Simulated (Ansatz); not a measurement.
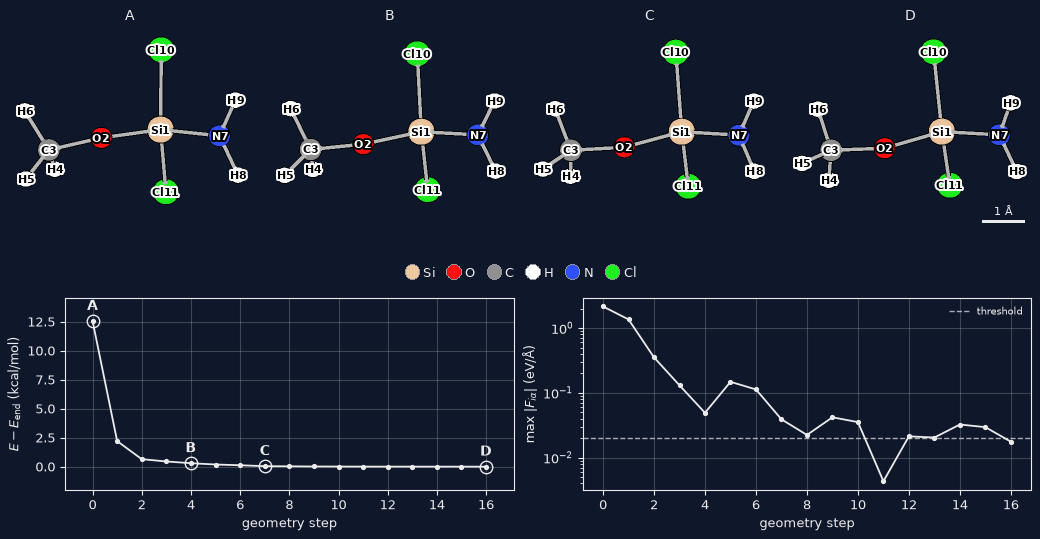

Frames of a relaxation of CH$_{5}$Cl$_{2}$NOSi, marked on the history of the run. A ball-and-stick model, seen at a tilt.

The run prepares the start of a later molecular dynamics calculation, from a guessed geometry.

Theory: Ansatz 0.2.0, RKS PBE0-D4/def2-SVP.

Input file:
```yaml
crystal:
  periodic: [false, false, false]
  atoms:
    - { symbol: Si, position_ang: [0.0, 0.0, 0.0] }
    - { symbol: O, position_ang: [0.0, 0.0, 1.68] }
    - { symbol: C, position_ang: [-1.1112, -0.3437, 2.4945] }
    - { symbol: H, position_ang: [-1.814, -0.9775, 1.9143] }
    - { symbol: H, position_ang: [-0.7584, -0.9037, 3.3856] }
    - { symbol: H, position_ang: [-1.6313, 0.5809, 2.8212] }
    - { symbol: "N", position_ang: [1.7163, 0.0, -0.6061] }
    - { symbol: H, position_ang: [2.2145, -0.918, -0.7868] }
    - { symbol: H, position_ang: [2.2175, 0.918, -0.7783] }
    - { symbol: Cl, position_ang: [-1.0032, 1.7381, -0.7093] }
    - { symbol: Cl, position_ang: [-1.0032, -1.7381, -0.7093] }
basis:
  gaussian: { orbitals: def2-SVP }
hamiltonian:
  xc: pbe0
  dispersion: d4
relax:
  f_tol: 0.02
  max_steps: 40
```

Launched with:
```bash
ansatz run input.yaml --threads 2 --pin off --max-ram 3072MiB --backend cpu --events-out ev --progress --plain --runs-dir out
```

Q: What happens along the run?

A: H6 moves most after the best rigid fit: 0.42 Å. By element the largest moves are H 0.42 Å, Cl 0.31 Å, O 0.26 Å, N 0.13 Å, Si 0.07 Å, C 0.06 Å. Some distances before and after: Si1–N7 1.820 → 1.689 Å, Si1–Cl10 2.128 → 2.058 Å, N7–H8 1.060 → 1.013 Å, Si1–O2 1.680 → 1.641 Å. Among the angles between lasting bonds that change: H8–N7–H9 120.0° → 113.5°, O2–Si1–N7 109.5° → 113.8°. Groups turn about O2–C3 by about 35°. Over 16 geometry steps the energy falls by 12.6 kcal/mol. Largest force component: 2.2 eV/Å at the start, 0.018 eV/Å at the end. The forces were under the threshold at step 11, but the run went on from there. From step 0 to 4: Cl10 moves most (0.19 Å), energy −12.3 kcal/mol. From step 4 to 7: H4 moves most (0.19 Å), energy −0.26 kcal/mol. From step 7 to 16: H atoms move most (0.14 Å), energy −0.04 kcal/mol.
